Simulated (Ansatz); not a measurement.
HInOS (SMILES O[S][In])

```xyz
4

In   -0.5069    1.8660    0.8448
O     1.5510    0.6728   -0.1387
S     0.0583   -0.1882   -0.6090
H     2.0251    0.0637    0.4474
```

Geometry: B3LYP-D3(BJ)/def2-SVP; core potentials replace the inner electrons of In.

All numbers below come from isolated molecule in a Gaussian basis; Kohn-Sham density functional theory, functional PBE0 (Ansatz).

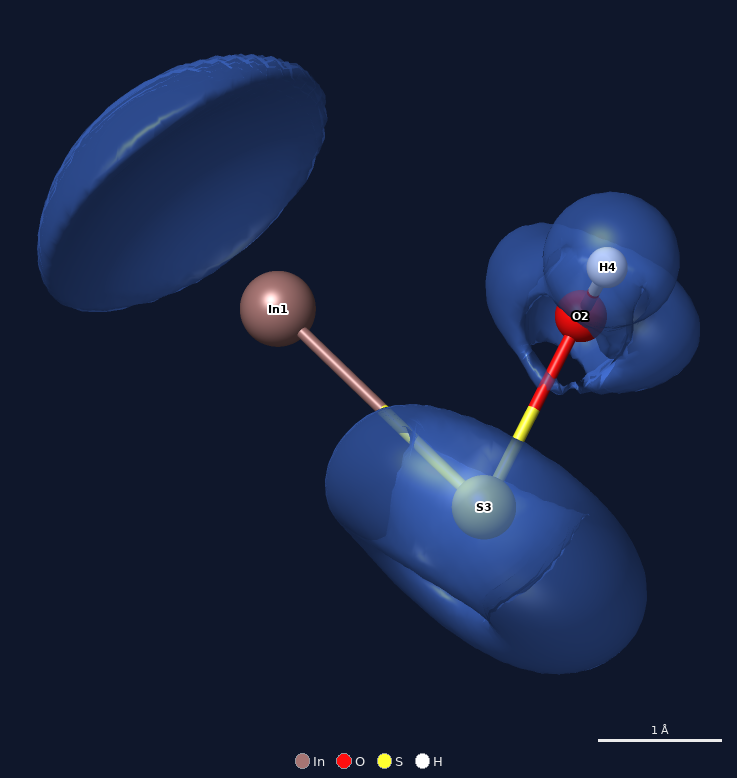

Figure 1. Isosurface of the ELF at 0.8 (blue), seen at a tilt. Core shells and regions of very low density are left out.

Describe the localisation domains.

The ELF exceeds this value in one lobe on In, pointing away from the bonds (lone pairs), one region wrapped around S (its valence shell) and one joined region spread over several atoms (H, O), in which their bonds and any lone pairs are merged.


S–O (1.79 Å): the ELF peaks at about 0.80 between the atoms; a polar covalent bond. In–S (2.58 Å): the ELF peaks at about 0.85 in the valence shell of S, 0.9 Å from its nucleus, and drops to about 0.15 between the two atoms.

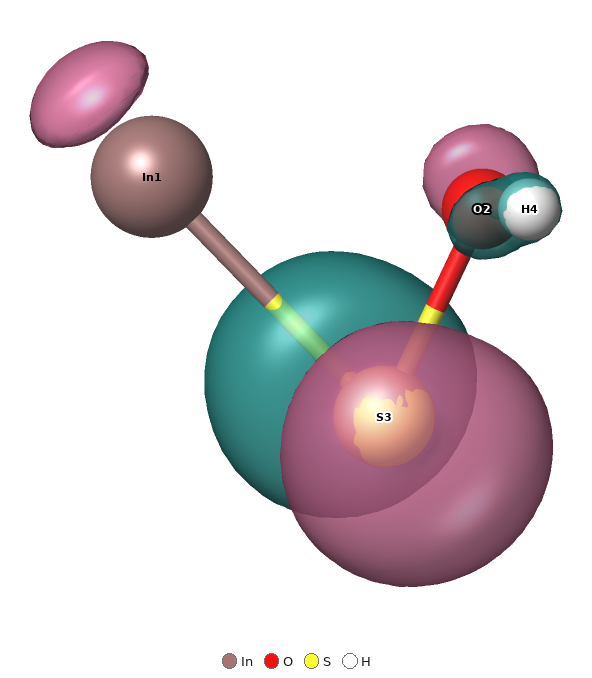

Figure 2. The HOMO−1 at ±0.15 Å⁻³ᐟ² (teal and pink are the two phases), seen at a tilt.

What is the character of this orbital?

By Hirshfeld shares it lies mainly on S3 (about 75 %) and In1 (about 20 %). Its energy is −6.51 eV.

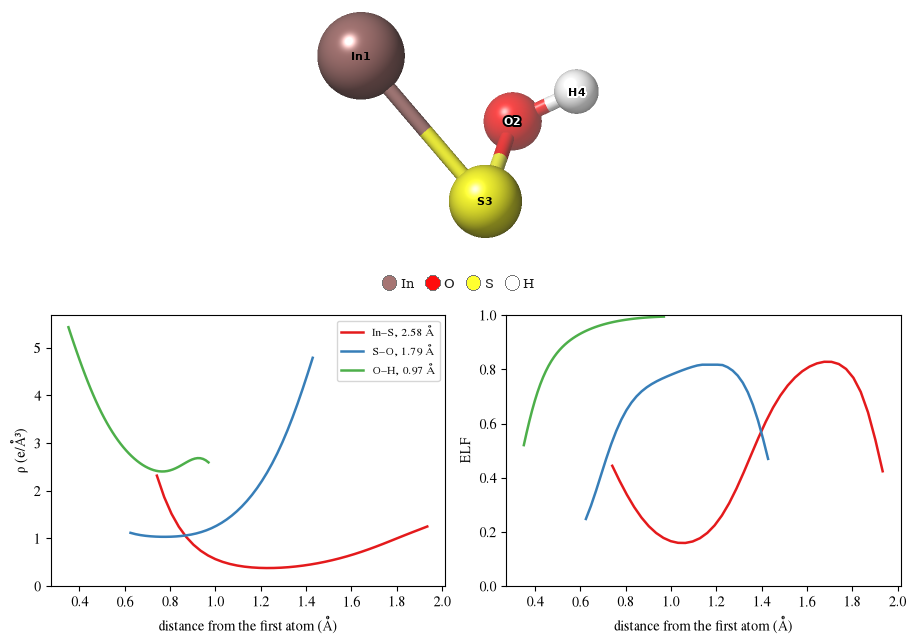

Figure 3. Electron density and electron localisation function along straight lines between neighbouring atoms. The curves leave out the atomic cores. The structure is drawn too.

What can be read from the curves?

In–S (2.58 Å): ρ at the midpoint is about 0.39 e/Å³; the ELF peaks at about 0.85 in the valence shell of S, 0.9 Å from its nucleus, and drops to about 0.15 between the two atoms.
S–O (1.79 Å): ρ at the midpoint is about 1.1 e/Å³; the ELF peaks at about 0.80 between the atoms: a polar covalent bond.
O–H (0.97 Å): ρ at the midpoint is about 3.8 e/Å³; the ELF climbs to about 1 towards the hydrogen, as it does in any bond to H (an ordinary covalent bond to hydrogen).
